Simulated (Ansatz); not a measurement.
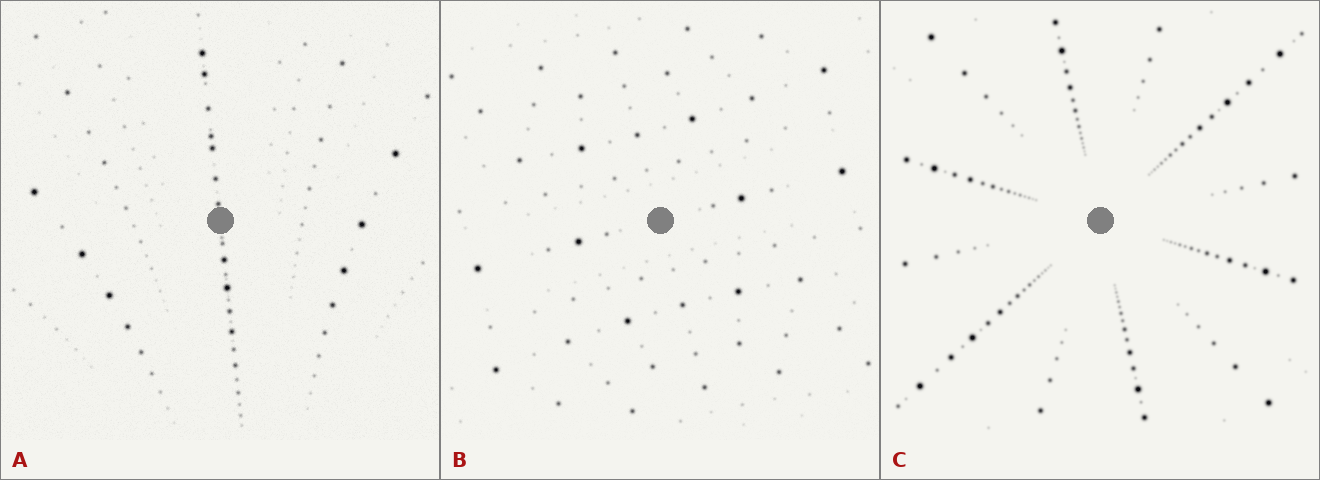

Simulated back-reflection Laue patterns (white X-rays, 0.45 to 2.2 Å, flat plate covering ±45° about the beam, kinematic intensities, seen from the source). Crystal: C, space group P6_3/mmc (No. 194), a = 2.445 Å, c = 6.610 Å (hexagonal axes). Structure: the input geometry of an electronic-structure calculation (not necessarily at equilibrium).

**The directions [001], [100], [211] point towards the source, in some order. Which is which?**

A: [211], symmetry m (one mirror line). B: [100], symmetry 2mm (a twofold axis with two mirror lines). C: [001], symmetry 6mm (a sixfold axis with mirror lines). The Laue class is 6/mmm.
